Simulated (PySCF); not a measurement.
The calculation's input:

```
{"job": {"kind": "nmr", "xc": "PBE0", "basis": "pcSseg-1"}, "charge": 0, "multiplicity": 1}
B      0.075044     2.052449    -1.144631
Si    -0.334770     0.329792    -0.334878
C     -1.982899     0.126712     0.616556
C      0.130890    -1.327680    -1.251147
O      1.207554    -1.605447    -0.339860
C      1.122941    -0.561587     0.547469
C      1.904079    -0.402771     1.606055
H      0.081341     3.021688    -0.491587
H      0.360605     2.171671    -2.271076
H     -2.071074     0.882771     1.391131
H     -2.833408     0.241829    -0.050261
H     -2.060863    -0.846936     1.091008
H      0.529479    -1.256260    -2.265757
H     -0.587080    -2.150404    -1.225632
H      2.670269    -1.115409     1.862201
H      1.780293     0.448525     2.248999
```

Launched as:

```sh
OMP_NUM_THREADS=1 python probes_run.py task.json out
```

Geometry: GFN2-xTB.

Theory: PBE0/pcSseg-1, SCF density, gas phase, non-relativistic (PySCF).

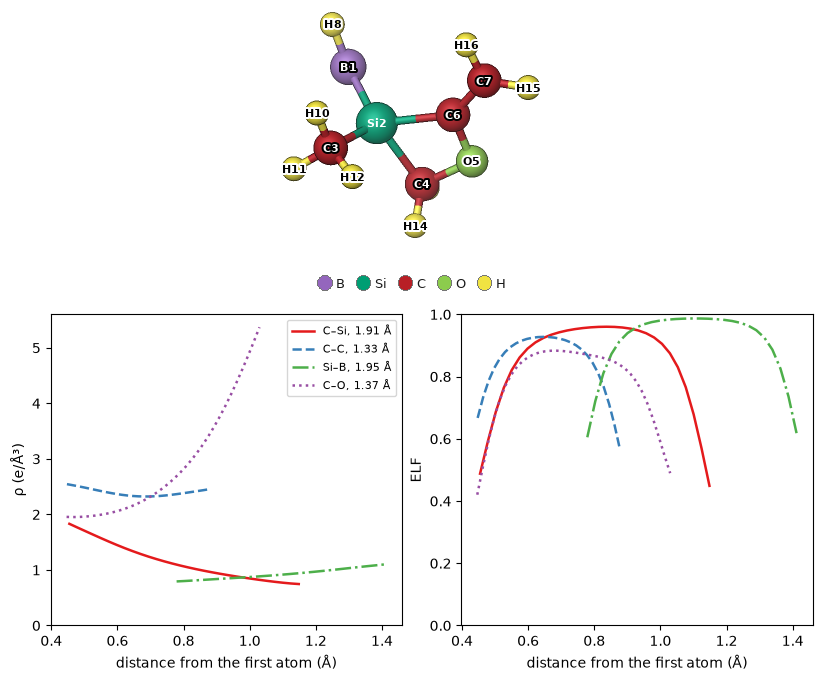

C₄H₉BOSi. Total electron density and electron localisation function along straight lines between neighbouring atoms. The curves leave out the atomic cores. The structure is drawn too.

**Compare the contacts.**

C–Si (1.91 Å): ρ at the midpoint is about 0.89 e/Å³; the ELF peaks at about 0.95 between the atoms; a shared electron pair.
C–C (1.33 Å): the density is about 2.3 e/Å³ at the midpoint; the ELF peaks at about 0.95 between the atoms: a multiple bond.
Si–B (1.95 Å): the density is about 0.86 e/Å³ at the midpoint; the ELF peaks at about 1 between the atoms, as expected for a shared electron pair.
C–O (1.37 Å): ρ at the midpoint is about 2.3 e/Å³, with its minimum of 2 e/Å³ about 0.5 Å from C; the ELF peaks at about 0.90 between the atoms; a polar covalent bond.
